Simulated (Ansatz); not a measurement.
# SiH₄ (triplet): trial inputs and their diagnosis at scale of all distances = 1.303

3 inputs are run for SiH₄ (triplet) as typed; the log has to tell whether the result can be used and what must change.

The runs use Ansatz 0.2.0, Gaussian basis; the settings change from run to run.

14 further runs of the same task are left out: 12 that didn't finish, 2 set aside as unsound or not needed.

## (1) The geometry

The geometry derives from a PBE0/def2-TZVP stationary point (not a proven minimum). All distances are scaled together.

5 atoms, charge 0, spin multiplicity 3.

Atoms are counted from 1 here; the program's logs count them from 0.

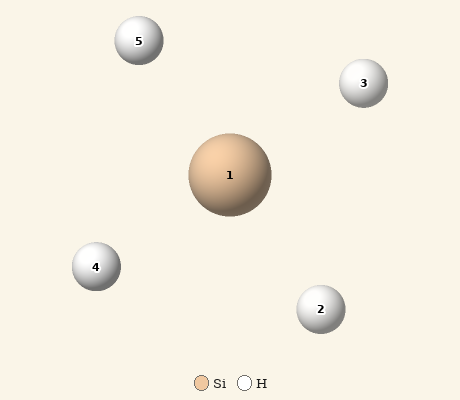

The structure; silicon light orange, hydrogen white; atoms are numbered from 1 in the order of the file.

## (2) Input 1

Input file in.yaml:

```yaml
crystal:
  periodic: [false, false, false]
  atoms:
    - {symbol: Si, position_ang: [0.000000, 0.000000, 0.000000]}
    - {symbol: H, position_ang: [-0.015017, 1.413894, 1.404082]}
    - {symbol: H, position_ang: [-0.021496, -1.404155, 1.413738]}
    - {symbol: H, position_ang: [0.021496, 1.404155, -1.413738]}
    - {symbol: H, position_ang: [0.015017, -1.413894, -1.404082]}
basis:
  gaussian: {orbitals: 6-31G}
magnetization: {spin_polarized: false, initial_magnetization: 2}
correlation: {method: fic_mrcisd_q, electrons: outside_noble_gas}
```

Launch:

```console
> ansatz run in.yaml --threads 1 --pin off --events-out ev --progress --plain --max-ram 2393MiB
```

The program printed:

```text
Error: this correlation method needs an active space: name one as the reference
```

Run time: 0.03 s. Hardware: 1 thread of Arm Neoverse V1, shared host.

What is wrong: The run was refused. This method needs an active space and has none. To mend it, add an active_space block.

## (3) Input 2

Input file in.yaml:

```yaml
crystal:
  periodic: [false, false, false]
  atoms:
    - {symbol: Si, position_ang: [0.000000, 0.000000, 0.000000]}
    - {symbol: H, position_ang: [-0.015017, 1.413894, 1.404082]}
    - {symbol: H, position_ang: [-0.021496, -1.404155, 1.413738]}
    - {symbol: H, position_ang: [0.021496, 1.404155, -1.413738]}
    - {symbol: H, position_ang: [0.015017, -1.413894, -1.404082]}
basis:
  gaussian: {orbitals: 6-31G}
magnetization: {spin_polarized: false, initial_magnetization: 2}
correlation: {method: fic_mrcisd_q, electrons: valence}
scf: {lower_state_search: off}
```

Same command.

The program printed:

```text
Error: this correlation method needs an active space: name one as the reference
```

Wall time 0.03 s (1 thread of Arm Neoverse V1, shared host).

What is wrong: The run was refused. This method needs an active space and has none. To mend it, add an active_space block.

## (4) Input 3

Input file in.yaml:

```yaml
crystal:
  periodic: [false, false, false]
  atoms:
    - {symbol: Si, position_ang: [-0.015017, 1.463894, 1.704082]}
    - {symbol: H, position_ang: [-0.015017, 1.413894, 1.404082]}
    - {symbol: H, position_ang: [-0.021496, -1.404155, 1.413738]}
    - {symbol: H, position_ang: [0.021496, 1.404155, -1.413738]}
    - {symbol: H, position_ang: [0.015017, -1.413894, -1.404082]}
basis:
  gaussian: {orbitals: def2-SVP}
magnetization: {spin_polarized: true, initial_magnetization: 2}
correlation: {method: ccsd_t, electrons: outside_noble_gas}
output: {forces: true}
```

The command is unchanged.

The program printed, shortened:

```text
Functional definition: HF
  name "HF"
  cite "Fock, Z. Phys. 61, 126 (1930) doi:10.1007/BF01340294"
  parent pbe
[...]
377 factors; integrals over basis functions are off by at most 1.6e-4 eV
[...]
mean field -7744.70811334 eV, -284.6127736136 hartree, gradient 1.0e-6 eV, S^2 3.907353; 22 other end points of the search recorded, 0 dependent functions left out
determinant -7744.70811334 eV, -284.6127736136 hartree, with singles and doubles -7746.95774811 eV, -284.6954461666 hartree
determinant -7744.63066821 eV, -284.6099275574 hartree, with singles and doubles -7746.86471740 eV, -284.6920273509 hartree
determinant -7744.46796201 eV, -284.6039482148 hartree, with singles and doubles -7746.67951072 eV, -284.6852211309 hartree
determinant -7743.81630012 eV, -284.5800000821 hartree, with singles and doubles -7746.14997969 eV, -284.6657612244 hartree
[...]
reference -7744.70811334 eV, -284.6127736136 hartree; 5, 3 occupied and 28, 30 virtual orbitals, 377 factors
second order -1.73033652 eV of doubles, -0.00000000 eV of singles
cycle   1  -2.27735689 eV  change   -2.9e-7 eV  update   7.2e-6
[...]
cycle  10  -2.27737278 eV  change   -7.6e-7 eV  update   2.4e-6
perturbative correction -0.05534244 eV, -0.0020337972 hartree
[...]
Total energy: -7747.04082856 eV, -284.6984993168 hartree
Atom 0 at    -0.015017     1.463894     1.704082 Å, force    -0.000271   177.961407  1071.905323 eV/Å
Atom 1 at    -0.015017     1.413894     1.404082 Å, force    -0.000451  -178.333893 -1071.999194 eV/Å
Atom 2 at    -0.021496    -1.404155     1.413738 Å, force     0.001350     0.375589     0.035128 eV/Å
Atom 3 at     0.021496     1.404155    -1.413738 Å, force    -0.000385    -0.092524     0.025371 eV/Å
Atom 4 at     0.015017    -1.413894    -1.404082 Å, force    -0.000244     0.089421     0.033372 eV/Å
Dipole moment:     0.000032     0.045185    -0.001755 e Å
```

Wall time 10 s (1 thread of Arm Neoverse V1, shared host).

What is wrong: The run converged, which proves nothing about the input. One atom lies on top of another. The shortest distance is 0.30 Å, against 1.99 Å in the geometry of step 1. Its energy belongs to another geometry. Fix: restore its position.

## (5) Summary

| input | level | ended | cause | time |
| --- | --- | --- | --- | --- |
| 1 | 'fic_mrcisd_q'/6-31G | refused | this method needs an active space and has none | 0.03 s |
| 2 | 'fic_mrcisd_q'/6-31G | refused | this method needs an active space and has none | 0.03 s |
| 3 | CCSD(T) on UHF/def2-SVP | converged | one atom lies on top of another | 10 s |

2 refused, 1 converged. The input that converges on a wrong geometry or spin is the dangerous one: no error points at it, so geometry and ⟨S²⟩ have to be checked.
